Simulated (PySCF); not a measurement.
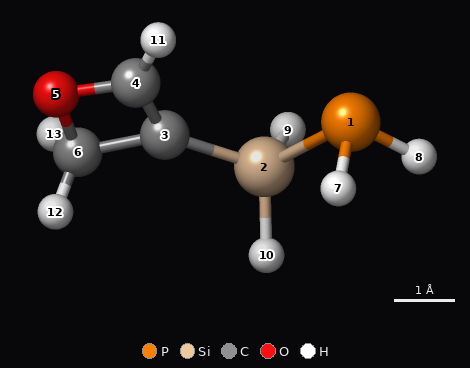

**Figure 1.** The structure (ball-and-stick view, seen at a tilt; atoms are numbered from 1 in the order of the input).

# Run report: C3H7OPSi, excited-state calculation

C3H7OPSi, computed with TDDFT PBE0/6-31G*, vertical, gas phase, core orbitals frozen in the response (PySCF 2.14.0).

The geometry comes from this level: PBE0-D3(BJ)/def2-SVP.

The program's output
```
coarse grid: 11936 points
cycle   1  E = -824.0228023114  dE =  7.217e-01  |g| = 5.260e-01  |ddm| = 3.393e+00
cycle   2  E = -823.9601497490  dE =  6.265e-02  |g| = 7.843e-01  |ddm| = 1.050e+00
cycle   3  E = -824.0804130930  dE = -1.203e-01  |g| = 1.114e-01  |ddm| = 6.295e-01
cycle   4  E = -824.0825443462  dE = -2.131e-03  |g| = 5.435e-02  |ddm| = 1.412e-01
cycle   5  E = -824.0832399068  dE = -6.956e-04  |g| = 1.438e-02  |ddm| = 5.570e-02
cycle   6  E = -824.0832938574  dE = -5.395e-05  |g| = 3.942e-03  |ddm| = 1.872e-02
cycle   7  E = -824.0832980504  dE = -4.193e-06  |g| = 5.191e-04  |ddm| = 4.699e-03
final grid: 106288 points
cycle   8  E = -824.0158727818  dE = -5.270e-06  |g| = 9.844e-03  |ddm| = 2.156e-02
cycle   9  E = -824.0158379478  dE =  3.483e-05  |g| = 1.657e-02  |ddm| = 1.939e-02
cycle  10  E = -824.0158931326  dE = -5.518e-05  |g| = 2.011e-03  |ddm| = 1.226e-02
cycle  11  E = -824.0158941887  dE = -1.056e-06  |g| = 2.605e-04  |ddm| = 2.115e-03
cycle  12  E = -824.0158942043  dE = -1.567e-08  |g| = 1.055e-04  |ddm| = 3.546e-04
cycle  13  E = -824.0158942072  dE = -2.834e-09  |g| = 1.787e-05  |ddm| = 1.138e-04
cycle  14  E = -824.0158942073  dE = -8.072e-11  |g| = 6.158e-06  |ddm| = 2.677e-05
```

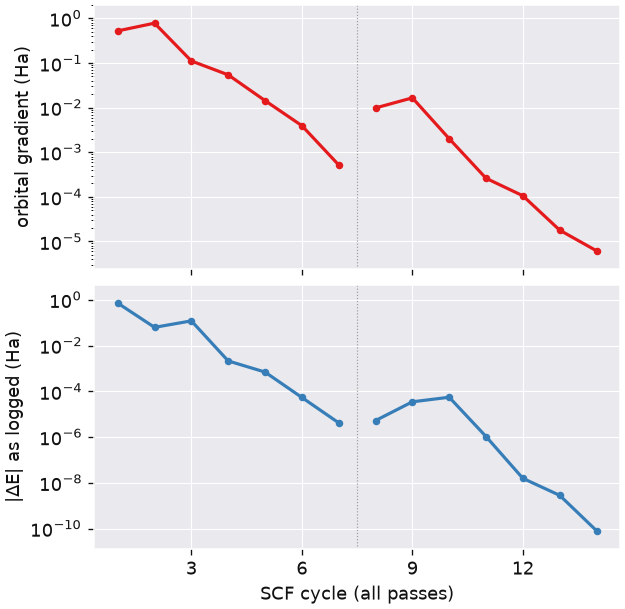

**Figure 2.** Convergence of the self-consistent field: orbital gradient and size of the energy change against the SCF cycle. The dotted line marks the change from a coarse to the final integration grid. The first 7 cycles use a coarse grid, the final grid takes over at cycle 8, and the field converges after 14 cycles in all.

```
converged SCF energy = -824.0158942073

Static polarisability (au): isotropic 78.195, principal 57.036 81.655 95.894

Singlet excitations
state   eV       nm        f      main configurations
  1   5.8046    213.6   0.08385   H->L 0.68, H->L+1 0.28
  2   6.2768    197.5   0.13604   H->L+1 0.61, H->L 0.23, H-1->L 0.12
  3   6.3955    193.9   0.00361   H->L+2 0.84
  4   6.5173    190.2   0.07827   H-1->L 0.75
  5   6.8406    181.2   0.04789   H-1->L+1 0.33, H-1->L+2 0.31, H->L+3 0.28
  6   6.8697    180.5   0.03197   H->L+3 0.54, H-1->L+1 0.16, H->L+4 0.10
  7   7.0999    174.6   0.09939   H-1->L+2 0.44, H-1->L+1 0.26, H->L+4 0.11
  8   7.1680    173.0   0.04659   H->L+4 0.68, H-1->L+1 0.09
  9   7.3388    168.9   0.01566   H-2->L 0.77, H-3->L 0.08
 10   7.6747    161.5   0.02589   H-1->L+3 0.84

Triplet excitations (Tamm-Dancoff, eV): 3.7897 5.5851 5.7326 5.8734
```

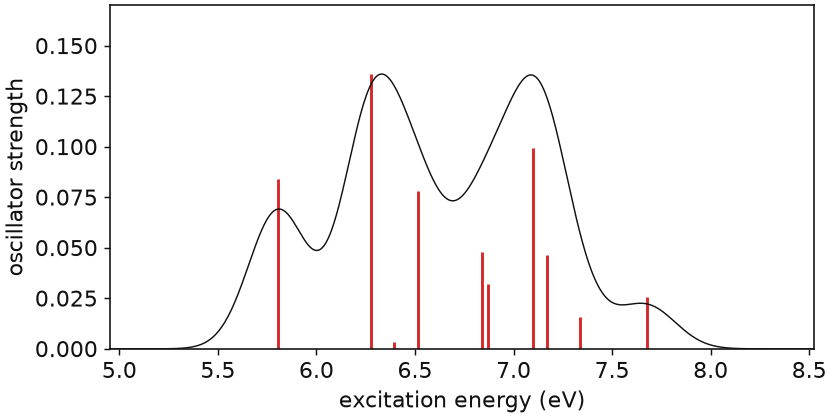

**Figure 3.** Computed excitations as sticks (degenerate states added up, dark ones marked on the axis), with a Gaussian envelope of 0.35 eV full width at half maximum, scaled to the tallest. Of the 10 states the lowest lies at 5.80 eV (f = 0.084); the strongest line is at 6.28 eV, or 198 nm (f = 0.136).

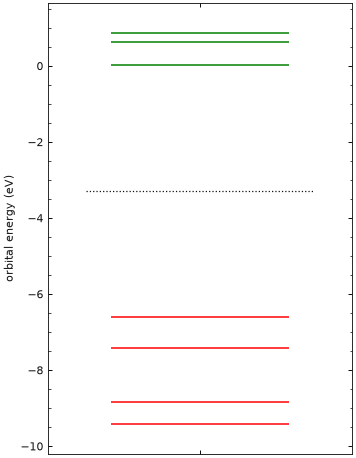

**Figure 4.** Orbital energies near the frontier; the dotted line parts filled from empty levels, and levels within 0.02 eV of each other stand side by side. Highest filled −6.61 eV, lowest empty 0.01 eV, 6.62 eV apart.

This output came from the following input.

Input
```
{"job": {"kind": "uv", "xc": "PBE0", "basis": "6-31G*"}, "charge": 0, "multiplicity": 1}
P      2.534440     0.627404    -0.570275
Si     0.979116    -0.855079     0.148724
C     -0.653603    -0.053481    -0.141499
C     -1.105766     1.003728    -0.854154
O     -2.428094     0.954245    -0.547811
C     -2.104909    -0.205873     0.266186
H      2.533342     1.373821     0.647778
H      3.645161    -0.185661    -0.187168
H      1.156442    -2.109867    -0.650067
H      1.127522    -1.225330     1.591851
H     -0.709088     1.773408    -1.523101
H     -2.350678    -0.018311     1.322786
H     -2.636786    -1.095803    -0.104156
```

The first line tells a small driver script what to run in PySCF; the rest is the geometry in Å.

Command:
```bash
OMP_NUM_THREADS=1 python <driver script> task.json out
```

Results in brief

```csv
quantity,value
outcome,converged
total energy,−824.015894 hartree
HOMO,−6.61 eV
LUMO,0.01 eV
dipole moment,1.28 D
mean polarisability,78.20 a.u.
lowest singlet excitation,5.80 eV
hardware,"1 CPU thread, shared host"
wall time,13 s
peak memory,0.59 GiB
```
